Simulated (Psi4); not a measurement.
**Li2 (SMILES [Li][Li]) at wB97X-V/aug-cc-pVTZ**

What is the vertical ionisation energy of Li2 at wB97X-V/aug-cc-pVTZ? 

The results are computed with Psi4 1.11.

## 1. The system as given

Li2: 2 atoms, total charge 0, spin state singlet. As SMILES, `[Li][Li]`. Geometry: the measured bond length.

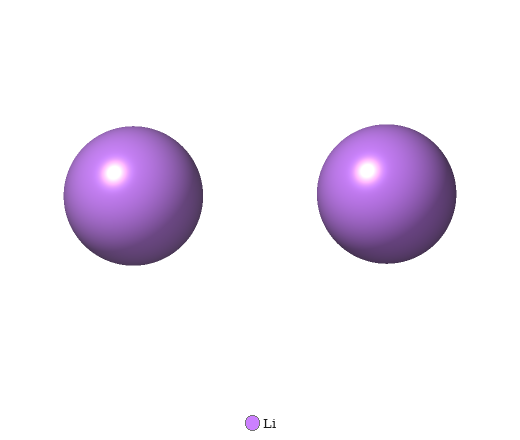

The structure, seen from a chosen angle (lithium purple).

## 2. A single-point energy at wB97X-V/aug-cc-pVTZ

li2.xyz reads:

```xyz
2
Li2
Li     0.000000     0.000000     0.000000
Li     0.000000     0.000000     2.672900
```

li2_ase.py reads:

```python
import numpy as np
from ase.calculators.psi4 import Psi4
from ase.io import read

mol = read('li2.xyz')
calc = Psi4(atoms=mol, method='wb97x-v', basis='aug-cc-pVTZ', memory='1600MB', num_threads=1, charge=0, multiplicity=1, label='psi4-calc')
calc.psi4.set_options({'puream': True, 'e_convergence': 1e-09, 'd_convergence': 1e-08, 'scf_type': 'pk', 'dft_radial_points': 99, 'dft_spherical_points': 590})
mol.calc = calc

print(f'energy: {mol.get_potential_energy():.6f} eV')
```

The run is started by

```
$ python li2_ase.py
```

psi4-calc.dat:

```text
[...]
  Running in c1 symmetry.
[...]
  Nuclear repulsion =    1.781808109555165
[...]
  Multiplicity = 1
[...]
  Nalpha       = 3
  Nbeta        = 3
[...]
    Number of basis functions: 92
[...]
   @RKS iter   1:   -14.98141649659754   -2.43415e-01   7.67874e-04 DIIS/ADIIS
[...]
   @RKS iter   8:   -14.99017879522560   -9.93587e-11   5.41914e-09 DIIS
[...]
    Orbital Energies [Eh]
    ---------------------
    Doubly Occupied:
       1A     -2.104583     2A     -2.104223     3A     -0.196072
    Virtual:
       4A     -0.002194     5A      0.014408     6A      0.014408
       7A      0.015627     8A      0.021029     9A      0.029628
      10A      0.029628    11A      0.037791    12A      0.040413
      13A      0.040413    14A      0.047584    15A      0.048162
      16A      0.070753    17A      0.070753    18A      0.103430
      19A      0.107426    20A      0.107426    21A      0.116424
      22A      0.125184    23A      0.125184    24A      0.131400
      25A      0.136189    26A      0.143905    27A      0.143907
[...]
  @RKS Final Energy:   -14.99017879522560
   => Energetics <=
    Nuclear Repulsion Energy =              1.7818081095551650
    One-Electron Energy =                 -23.1696147436445372
    Two-Electron Energy =                   8.7758462024882089
    DFT Exchange-Correlation Energy =      -2.4043208878911280
    Empirical Dispersion Energy =           0.0000000000000000
    VV10 Nonlocal Energy =                  0.0261025242666916
    Total Energy =                        -14.9901787952255994
[...]
 Multipole Moments:
 ------------------------------------------------------------------------------------
     Multipole            Electronic (a.u.)      Nuclear  (a.u.)        Total (a.u.)
 ------------------------------------------------------------------------------------
 L = 1.  Multiply by 2.5417464519 to convert [e a0] to [Debye]
 Dipole X            :         -0.0000000            0.0000000           -0.0000000
 Dipole Y            :          0.0000000            0.0000000            0.0000000
 Dipole Z            :         -0.0000000            0.0000000           -0.0000000
 Magnitude           :                                                    0.0000000
[...]
```

On the terminal:

```text
energy: -407.903542 eV
```

It took 37 s on 1 thread of Intel Xeon at 2.50GHz (Skylake/Cascade Lake), shared host; peak memory 0.83 GiB.

## 3. The doublet cation at the same level

job.json reads:

```json
{
  "schema_name": "qcschema_input",
  "schema_version": 1,
  "molecule": {
    "schema_name": "qcschema_molecule",
    "schema_version": 2,
    "symbols": ["Li", "Li"],
    "geometry": [0.0, 0.0, 0.0, 0.0, 0.0, 5.05104896],
    "molecular_charge": 1,
    "molecular_multiplicity": 2,
    "fix_symmetry": "c1",
    "fix_com": true,
    "fix_orientation": true
  },
  "driver": "energy",
  "model": {
    "method": "wb97x-v",
    "basis": "aug-cc-pVTZ"
  },
  "keywords": {
    "reference": "uks",
    "puream": true,
    "e_convergence": 1e-09,
    "d_convergence": 1e-08,
    "scf_type": "pk",
    "dft_radial_points": 99,
    "dft_spherical_points": 590,
    "maxiter": 100
  }
}
```

The run is started by

```
$ psi4 --qcschema job.json -n 1 --memory 1600MB
```

stdout:

```text
[...]
  Running in c1 symmetry.
[...]
  Nuclear repulsion =    1.781808109814877
[...]
  Multiplicity = 2
[...]
  Nalpha       = 3
  Nbeta        = 2
[...]
    Number of basis functions: 92
[...]
   @UKS iter   1:   -14.79243987212336   -5.44386e-02   4.72614e-04 DIIS/ADIIS
[...]
   @UKS iter   8:   -14.80037282669714   -6.24887e-11   5.63622e-09 DIIS
[...]
   @S^2 Observed:                7.500052027E-01
[...]
    Orbital Energies [Eh]
    ---------------------
    Alpha Occupied:
       1A     -2.337923     2A     -2.337528     3A     -0.428216
    Alpha Virtual:
       4A     -0.136360     5A     -0.133139     6A     -0.133139
       7A     -0.112344     8A     -0.065785     9A     -0.065785
      10A     -0.059150    11A     -0.050336    12A     -0.050336
      13A     -0.049546    14A     -0.043456    15A     -0.028754
      16A     -0.028754    17A     -0.022327    18A     -0.022327
      19A     -0.022044    20A      0.000481    21A      0.001736
      22A      0.001736    23A      0.007674    24A      0.012147
      25A      0.019618    26A      0.019618    27A      0.022787
[...]
  @UKS Final Energy:   -14.80037282669714
   => Energetics <=
    Nuclear Repulsion Energy =              1.7818081098148768
    One-Electron Energy =                 -21.8529214762259514
    Two-Electron Energy =                   7.6106470143390181
    DFT Exchange-Correlation Energy =      -2.3627174997449050
    Empirical Dispersion Energy =           0.0000000000000000
    VV10 Nonlocal Energy =                  0.0228110251198182
    Total Energy =                        -14.8003728266971439
[...]
 Multipole Moments:
 ------------------------------------------------------------------------------------
     Multipole            Electronic (a.u.)      Nuclear  (a.u.)        Total (a.u.)
 ------------------------------------------------------------------------------------
 L = 1.  Multiply by 2.5417464519 to convert [e a0] to [Debye]
 Dipole X            :          0.0000000            0.0000000            0.0000000
 Dipole Y            :         -0.0000000            0.0000000           -0.0000000
 Dipole Z            :        -12.6276224           15.1531469            2.5255245
 Magnitude           :                                                    2.5255245
[...]
```

The result, in JSON:

```text
{
 "driver": "energy",
 "model": {
  "method": "wb97x-v",
  "basis": "aug-cc-pVTZ"
 },
 "success": true,
 "return_result": -14.800372826697144,
 "properties": {
  "calcinfo_nbasis": 92,
  "calcinfo_nmo": 92,
  "calcinfo_nalpha": 3,
  "calcinfo_nbeta": 2,
  "calcinfo_natom": 2,
  "nuclear_repulsion_energy": 1.7818081098148768,
  "return_energy": -14.800372826697144,
  "scf_one_electron_energy": -21.85292147622595,
  "scf_two_electron_energy": 7.610647014339018,
  "scf_vv10_energy": 0.022811025119818206,
  "scf_xc_energy": -2.362717499744905,
  "scf_dipole_moment": [1.503528673068684e-15, -2.1659682143077303e-15, 2.525524480000005],
  "scf_total_energy": -14.800372826697144,
  "scf_iterations": 8
 }
}
```

Wall time 42 s (1 thread of Intel Xeon at 2.50GHz (Skylake/Cascade Lake), shared host); peak memory 0.8 GiB.

## 4. Outcome

Level: wB97X-V/aug-cc-pVTZ.

| quantity | value |
| --- | --- |
| singlet Li2: total energy | -14.99018 Eh |
| singlet Li2: dipole moment | 0.00 D |
| singlet Li2: HOMO energy | -5.34 eV |
| singlet Li2: LUMO energy | -0.06 eV |
| singlet Li2: HOMO–LUMO gap | 5.28 eV |
| doublet cation: total energy | -14.80037 Eh |
| doublet cation: HOMO energy (highest over α and β) | -11.65 eV |
| doublet cation: LUMO energy (lowest over α and β) | -3.71 eV |
| doublet cation: ⟨S²⟩ | 0.750 |
| vertical ionisation energy (to the doublet cation) | 5.165 eV |

The vertical ionisation energy comes to 5.16 eV (119 kcal/mol). −ε(HOMO) before ionisation, 5.34 eV, is 0.17 eV above this ionisation energy.
